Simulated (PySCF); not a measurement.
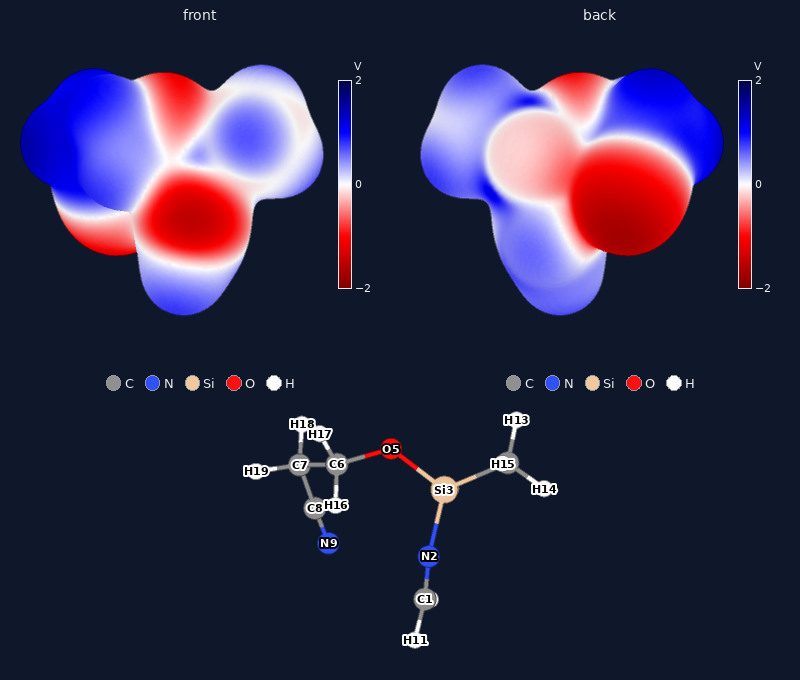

C5H10N2OSi. The molecular electrostatic potential painted on the density surface at 0.002 e/bohr³, seen from the front and from behind; red is negative and blue positive. The bare structure is drawn below in the same view.

Geometry: PBE0-D3(BJ)/def2-SVP.

Method: PBE0/def2-SVPD, SCF density, gas phase (PySCF 2.14.0).

The calculation's input:

```
{"job": {"kind": "uv", "xc": "PBE0", "basis": "def2-SVPD", "ip": true}, "charge": 0, "multiplicity": 1}
C     -0.893316    -1.582464    -1.737923
N     -0.747016    -0.357667    -1.465790
Si    -1.092650     0.359024     0.098409
C     -2.353591     1.708283    -0.092135
O      0.332949     1.064810     0.622695
C      1.634433     0.761268     0.237138
C      2.256958    -0.327148     1.116992
C      1.610711    -1.622253     0.950074
N      1.071978    -2.632751     0.781402
H     -1.246984    -2.350108    -1.017839
H     -0.652561    -1.965259    -2.748459
H     -1.541907    -0.662797     1.095928
H     -2.529390     2.212754     0.870308
H     -3.311985     1.295255    -0.443419
H     -2.006539     2.455056    -0.821723
H      1.680180     0.451833    -0.822503
H      2.249944     1.669614     0.346083
H      2.182723    -0.030265     2.175246
H      3.327504    -0.437235     0.878609
```

Run with:

```sh
OMP_NUM_THREADS=1 python probes_run.py task.json out
```

Which sites attract a positive test charge, and which a negative one?

Answer. A positive charge is drawn to the negative regions and a negative charge to the positive ones. The most negative region (about −1.7 V) lies over N9, the most positive (about +1.4 V) over H19. N9 is the likeliest acceptor of a hydrogen bond.

What dipole moment does the calculation give?

Answer. Its dipole moment is 2.13 D.
